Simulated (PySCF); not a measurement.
# BH2 (boron dihydride): UBLYP/cc-pVTZ

What is the vertical ionisation energy of BH2 (boron dihydride) at UBLYP/cc-pVTZ? 

The results are computed with PySCF 2.14.0.

2 further runs of the same task are left out: 2 set aside as unsound or not needed.

### Step 1. The system as given

BH2 has 3 atoms, charge 0, and is taken as a doublet. SMILES: `[BH2]`. The coordinates come from a GFN2-xTB relaxation.

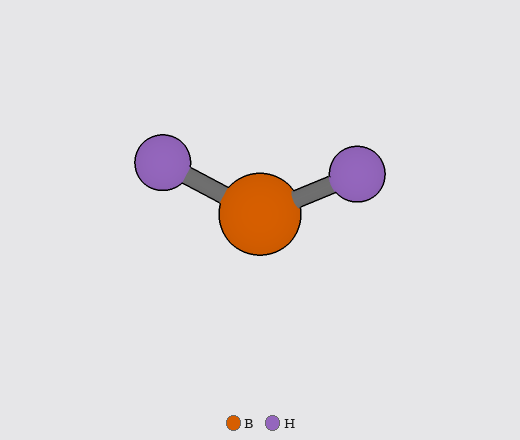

Viewed from a chosen angle; boron orange, hydrogen purple.

### Step 2. The energy at UBLYP/cc-pVTZ

The input, input.py:

```python
# [BH2]
from pyscf import gto, dft

mol = gto.M(
    atom='''
B      0.262840    -0.166230     0.128640
H      0.280020     0.985320     0.260980
H     -0.542860    -0.819090    -0.389630
''',
    spin=1,
    verbose=4,
    basis='cc-pvtz',
    max_memory=1860,
)

mf = dft.UKS(mol)
mf.xc = 'blyp'
mf.conv_tol = 1e-10
mf.grids.level = 5
mf.kernel()
if not mf.converged:
    mf = mf.newton().run(mf.mo_coeff, mf.mo_occ)

e_tot = mf.e_tot
print(f'total energy: {e_tot:.8f} hartree')
```

Command:

```console
$ OMP_NUM_THREADS=1 python input.py
```

The log of the run:

```text
PySCF version 2.14.0

[INPUT] num. atoms = 3
[INPUT] num. electrons = 7
[INPUT] charge = 0
[INPUT] spin (= nelec alpha-beta = 2S) = 1
[INPUT] symmetry False subgroup None
[INPUT] Mole.unit = angstrom
[INPUT] Symbol           X                Y                Z      unit          X                Y                Z       unit  Magmom
[INPUT]  1 B      0.262840000000  -0.166230000000   0.128640000000 AA    0.496695614581  -0.314129173686   0.243094368664 Bohr   0.0
[INPUT]  2 H      0.280020000000   0.985320000000   0.260980000000 AA    0.529161109401   1.861984945056   0.493180723989 Bohr   0.0
[INPUT]  3 H     -0.542860000000  -0.819090000000  -0.389630000000 AA   -1.025856723981  -1.547855771370  -0.736293989914 Bohr   0.0

nuclear repulsion = 4.81824384906663
number of shells = 21
number of NR pGTOs = 74
number of NR cGTOs = 58
basis = cc-pvtz
ecp = {}

[... 69 lines left out ...]
converged SCF energy = -25.9194243615618  <S^2> = 0.75132825  2S+1 = 2.0013278
total energy: -25.91942436 hartree
```

It took 3.6 s on 1 thread of Arm Neoverse V2, shared host; peak memory 0.28 GiB.

### Step 3. The singlet cation at the same level

The input, input.py:

```python
from pyscf import gto, dft

mol = gto.Mole()
mol.atom = [
    ('B', (0.262840, -0.166230, 0.128640)),
    ('H', (0.280020, 0.985320, 0.260980)),
    ('H', (-0.542860, -0.819090, -0.389630)),
]
mol.basis = 'cc-pvtz'
mol.charge = 1
mol.max_memory = 1860
mol.verbose = 4
mol.build()

ks = dft.RKS(mol, xc='blyp')
ks.grids.level = 5
ks.conv_tol = 1e-10
ks.kernel()
if not ks.converged:
    ks = ks.newton().run(ks.mo_coeff, ks.mo_occ)

e_final = ks.e_tot
print('Final energy', e_final)
```

Command:

```console
$ OMP_NUM_THREADS=1 python input.py
```

The log of the run:

```text
PySCF version 2.14.0

[INPUT] num. atoms = 3
[INPUT] num. electrons = 6
[INPUT] charge = 1
[INPUT] spin (= nelec alpha-beta = 2S) = 0
[INPUT] symmetry False subgroup None
[INPUT] Mole.unit = angstrom
[INPUT] Symbol           X                Y                Z      unit          X                Y                Z       unit  Magmom
[INPUT]  1 B      0.262840000000  -0.166230000000   0.128640000000 AA    0.496695614581  -0.314129173686   0.243094368664 Bohr   0.0
[INPUT]  2 H      0.280020000000   0.985320000000   0.260980000000 AA    0.529161109401   1.861984945056   0.493180723989 Bohr   0.0
[INPUT]  3 H     -0.542860000000  -0.819090000000  -0.389630000000 AA   -1.025856723981  -1.547855771370  -0.736293989914 Bohr   0.0

nuclear repulsion = 4.81824384906663
number of shells = 21
number of NR pGTOs = 74
number of NR cGTOs = 58
basis = cc-pvtz
ecp = {}

******** <class 'pyscf.dft.rks.RKS'> ********
method = RKS
initial guess = minao
damping factor = 0
level_shift factor = 0
DIIS = <class 'pyscf.scf.diis.CDIIS'>
diis_start_cycle = 1
diis_space = 8
diis_damp = 0
SCF conv_tol = 1e-10
SCF conv_tol_grad = None
SCF max_cycles = 50
direct_scf = True
direct_scf_tol = 1e-13
XC library pyscf.dft.libxc version 7.0.0
    S. Lehtola, C. Steigemann, M. J.T. Oliveira, and M. A.L. Marques.,  SoftwareX 7, 1–5 (2018)
XC functionals = blyp
    A. D. Becke.,  Phys. Rev. A 38, 3098 (1988)
    C. Lee, W. Yang, and R. G. Parr.,  Phys. Rev. B 37, 785 (1988)
    B. Miehlich, A. Savin, H. Stoll, and H. Preuss.,  Chem. Phys. Lett. 157, 200 (1989)
radial grids:
    Treutler-Ahlrichs [JCP 102, 346 (1995); DOI:10.1063/1.469408] (M4) radial grids

becke partition: Becke, JCP 88, 2547 (1988); DOI:10.1063/1.454033
pruning grids: <function nwchem_prune>
grids dens level: 5
symmetrized grids: False
atomic radii adjust function: <function treutler_atomic_radii_adjust>
small_rho_cutoff = 0
Set gradient conv threshold to 1e-05
Initial guess from minao.
tot grids = 90240
init E= -25.7912333337284
  HOMO = -0.386105139014435  LUMO = -0.16569326108791  gap/eV = 5.99771
cycle= 1 E= -25.5621617045301  delta_E= 0.229  |g|= 0.229  |ddm|= 0.979
  HOMO = -0.693874582040158  LUMO = -0.531254383313327  gap/eV = 4.42512
cycle= 2 E= -25.5705886775138  delta_E= -0.00843  |g|= 0.19  |ddm|= 0.353
  HOMO = -0.677204444640353  LUMO = -0.489707402066617  gap/eV = 5.10205
cycle= 3 E= -25.5846304383147  delta_E= -0.014  |g|= 0.0133  |ddm|= 0.148
  HOMO = -0.672128090576019  LUMO = -0.487028176942601  gap/eV = 5.03683
cycle= 4 E= -25.5847018874705  delta_E= -7.14e-05  |g|= 0.004  |ddm|= 0.0125
  HOMO = -0.673016183329326  LUMO = -0.487432349233272  gap/eV = 5.04999
cycle= 5 E= -25.5847084536844  delta_E= -6.57e-06  |g|= 9.81e-05  |ddm|= 0.0029
  HOMO = -0.673051433269091  LUMO = -0.48746225804956  gap/eV = 5.05014
cycle= 6 E= -25.5847084565502  delta_E= -2.87e-09  |g|= 1.51e-05  |ddm|= 9.31e-05
  HOMO = -0.6730475243502  LUMO = -0.487457706270193  gap/eV = 5.05016
cycle= 7 E= -25.5847084566452  delta_E= -9.51e-11  |g|= 7.1e-07  |ddm|= 1.2e-05
  HOMO = -0.673048050759664  LUMO = -0.487457931614497  gap/eV = 5.05016
Extra cycle  E= -25.5847084566453  delta_E= -9.95e-14  |g|= 2.3e-07  |ddm|= 8.59e-07
converged SCF energy = -25.5847084566453
Final energy -25.584708456645338
```

Wall time 2 s (1 thread of Arm Neoverse V2, shared host); peak memory 0.28 GiB.

### Step 4. What came out

Level: UBLYP/cc-pVTZ.

| quantity | value |
| --- | --- |
| doublet BH2: total energy | -25.91942 Eh |
| doublet BH2: dipole moment | 0.48 D |
| doublet BH2: HOMO energy (highest over α and β) | -4.73 eV |
| doublet BH2: LUMO energy (lowest over α and β) | -3.21 eV |
| doublet BH2: ⟨S²⟩ | 0.751 |
| singlet cation: total energy | -25.58471 Eh |
| singlet cation: HOMO energy | -18.31 eV |
| singlet cation: LUMO energy | -13.26 eV |
| singlet cation: HOMO–LUMO gap | 5.05 eV |
| vertical ionisation energy (to the singlet cation) | 9.108 eV |

In words: The vertical ionisation energy comes to 9.11 eV (210 kcal/mol). Only the singlet of the ionised species was computed; a triplet could lie lower. Mulliken charges (doublet BH2) run from -0.14 on B1 to +0.07 on H2.
